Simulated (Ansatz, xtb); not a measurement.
## Redistribution: CBrCl2F + CHCl2F → CCl3F + CHBrClF

Species: CBrCl2F `FC(Cl)(Cl)Br`, singlet; CHCl2F (dichlorofluoromethane) `FC(Cl)Cl`, singlet; CCl3F (trichlorofluoromethane) `FC(Cl)(Cl)Cl`, singlet; CHBrClF (bromochlorofluoromethane) `FC(Cl)Br`, singlet. The partners trade Br for Cl; both sit on C, so the bond types are kept.

Shapes, held fixed at every level: PBE0-D4/def2-TZVP. Programs: Ansatz 0.2.0, xtb 6.7.1, xtb 6.7.1 later snapshot. The zero-point and thermal change to 298 K, harmonic and unscaled (PBE0-D4/def2-TZVP), is -0.2 kJ/mol.

```json
{"level": "GFN2-xTB", "kind": "semi-empirical", "ΔH(298 K) (kJ/mol)": "-5.7", "less CCSD(T)/def2-TZVPP": "-5.5"}
{"level": "HF/def2-SVP", "kind": "Hartree–Fock", "ΔH(298 K) (kJ/mol)": "-1.6", "less CCSD(T)/def2-TZVPP": "-1.4"}
{"level": "PBE-D4/def2-TZVPP", "kind": "GGA", "ΔH(298 K) (kJ/mol)": "-0.3", "less CCSD(T)/def2-TZVPP": "-0.1"}
{"level": "BHLYP-D4/def2-TZVPP", "kind": "global hybrid", "ΔH(298 K) (kJ/mol)": "-0.1", "less CCSD(T)/def2-TZVPP": "+0.1"}
{"level": "PBE0-D4/def2-TZVPP", "kind": "global hybrid", "ΔH(298 K) (kJ/mol)": "-0.5", "less CCSD(T)/def2-TZVPP": "-0.3"}
{"level": "wB97M-V/def2-TZVPP", "kind": "range-separated hybrid", "ΔH(298 K) (kJ/mol)": "-0.6", "less CCSD(T)/def2-TZVPP": "-0.4"}
{"level": "MP2/def2-TZVPP", "kind": "perturbation theory", "ΔH(298 K) (kJ/mol)": "+0.4", "less CCSD(T)/def2-TZVPP": "+0.6"}
{"level": "CCSD/def2-SVP", "kind": "coupled cluster or CI", "ΔH(298 K) (kJ/mol)": "-1.8", "less CCSD(T)/def2-TZVPP": "-1.6"}
{"level": "CCSD(T)/def2-TZVPP", "kind": "coupled cluster or CI", "ΔH(298 K) (kJ/mol)": "-0.2", "less CCSD(T)/def2-TZVPP": "0.0"}
```

The highest level, CCSD(T)/def2-TZVPP, gives ΔH(298 K) = -0.2 kJ/mol; the levels span -5.7 to +0.4. That is about zero within the method's error. They disagree on the sign: 1 of 9 are positive. The column of differences is taken from that level and isn't an error. No measured value is set beside it here. Relativity is left out for Br unless named. Correlated rows may include outer-core shells of Br, which these sets cover unevenly.

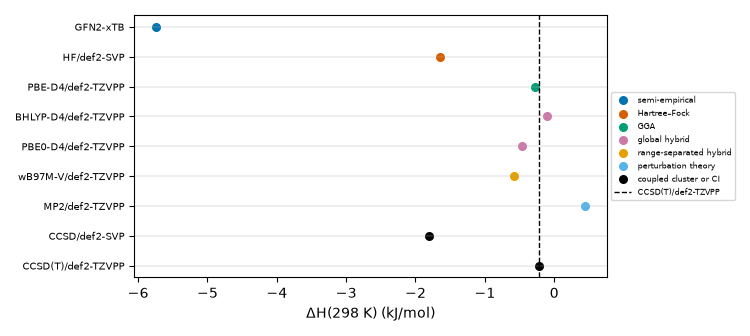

The values of the table, level by level.
